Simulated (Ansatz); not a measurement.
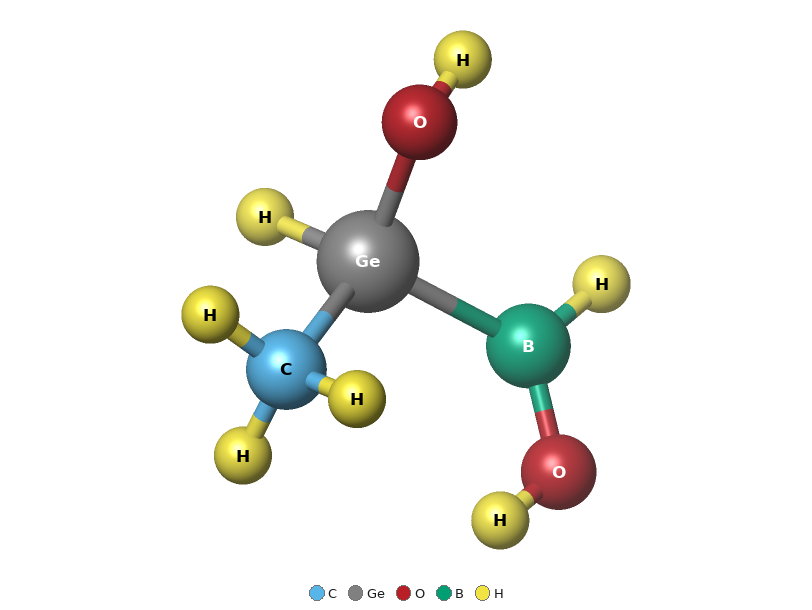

The computed structure is the end point of a PBE0-D4/def2-TZVP optimisation. No frequency run is at hand to confirm it as a minimum. Program: Ansatz 0.2.0.

Compare HOMO–LUMO gap (eV), dipole (D), HOMO energy (eV) at these levels: B3LYP-D4/def2-TZVPP; PBE-D4/def2-TZVPP; r2SCAN-D4/def2-TZVPP; ωB97M-V/def2-TZVPP.

```tsv
level	HOMO–LUMO gap (eV)	dipole (D)	HOMO energy (eV)
B3LYP-D4/def2-TZVPP	5.71	1.46	−7.09
PBE-D4/def2-TZVPP	3.84	1.45	−5.94
r2SCAN-D4/def2-TZVPP	4.39	1.46	−6.22
ωB97M-V/def2-TZVPP	10.23	1.49	−9.47
```
